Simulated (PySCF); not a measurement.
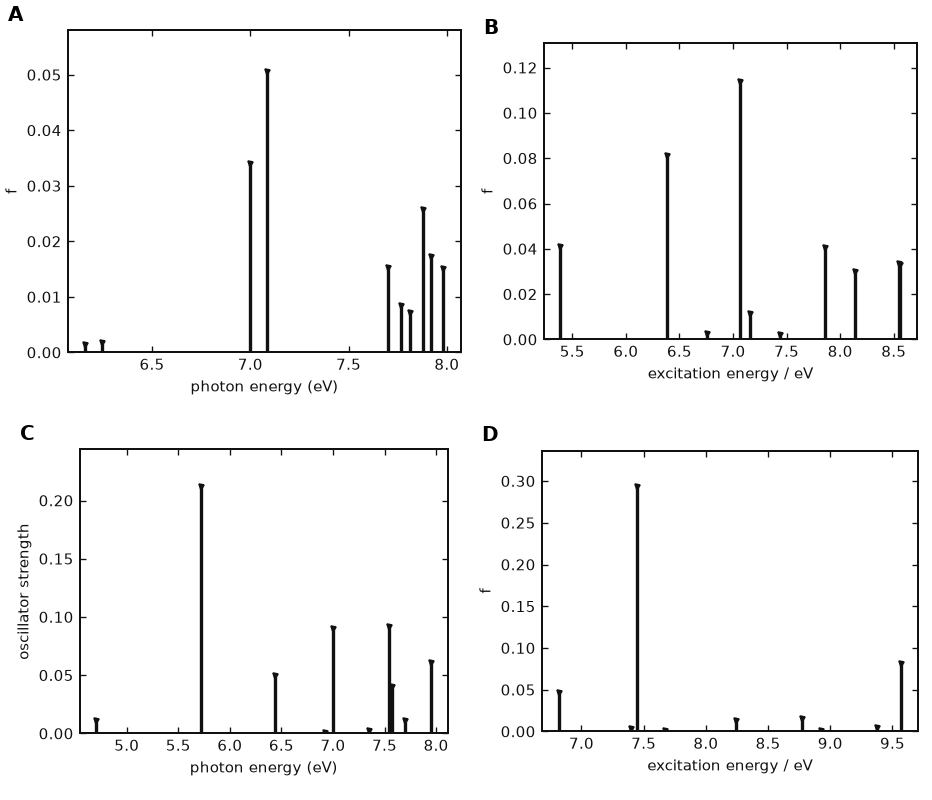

Vertical TDDFT excitations, CAM-B3LYP/aug-cc-pVTZ in PySCF 2.14.0, at a PBE0-D3(BJ)/def2-TZVP geometry (no frequency check), gas phase. Each panel shows the lowest singlet states that were computed.

**Assign the panels.**
1. PH₃O (trivalent P–OH tautomer), SMILES OP
2. C₃H₇Br (n-propyl bromide), SMILES CCCBr
3. C₂H₃F, SMILES C=CF
4. CH₃P (CH2PH), SMILES C=P

A: 2 (S1 at 6.16 eV, brightest at 7.08 eV)
B: 1 (S1 at 5.39 eV, brightest at 7.06 eV)
C: 4 (S1 at 4.70 eV, brightest at 5.72 eV)
D: 3 (S1 at 6.82 eV, brightest at 7.44 eV)

Caveats, for all or some of the runs: core orbitals are frozen in the response; one conformer of a flexible molecule; spin-orbit coupling is left out, and with Br it can shift these levels and split any degenerate set; states above the negative HOMO energy depend on the basis.
